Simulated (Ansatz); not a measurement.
An ideal cubic perovskite cell is held by its symmetry; such compounds can tilt or shift off centre at room temperature.

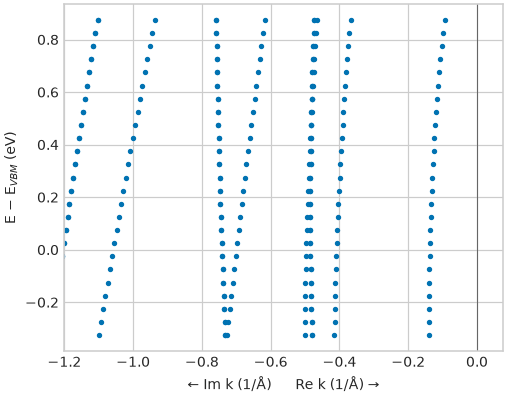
Figure. Complex bands at the centre of the two-dimensional zone; Ansatz (an electronic-structure program) with r2SCAN

The gap is the functional's own, uncorrected, and κ follows it; spin-orbit coupling is left out. Mid-gap means the computed energy nearest the middle.

**Question.** This is CsSnI3 (Pm-3m, cubic perovskite, 5 atoms a cell, 49.7 Å³ an atom) along the normal of (001). Read off the slowest decay at the centre of the two-dimensional zone at 0.33 eV, the computed energy nearest the middle of the gap.

**Answer.** κ ≈ 0.13 1/Å, a decay length 1/(2κ) of the density of 3.9 Å.
